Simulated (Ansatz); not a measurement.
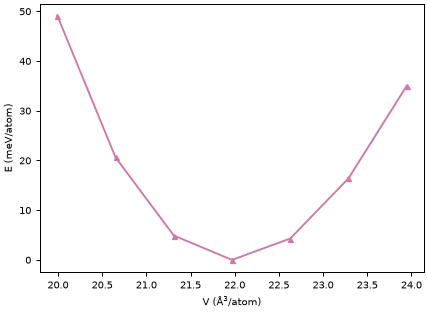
SiGe in space group Pmma (No. 51; Si on 2e, Ge on 2f) under volume change, DFT-PBE in the program Ansatz with PAW potentials, shape and atoms relaxed at each volume.

### Question
What does a third-order Birch–Murnaghan fit give for V₀, B₀ and B′?

### Answer
V₀ = 21.97 Å³/atom, B₀ = 74.1 GPa, B′ = 4.6.

The start of the workflow was typed in or built on a structure type; neither database checked (COD, Materials Project) lists it. Its standing as an ambient phase is unchecked. The cell was relaxed with PBE under the symmetry of its start; whether a distortion lowers the energy is not shown.

Potentials: the earlier of the program's two PAW sets.
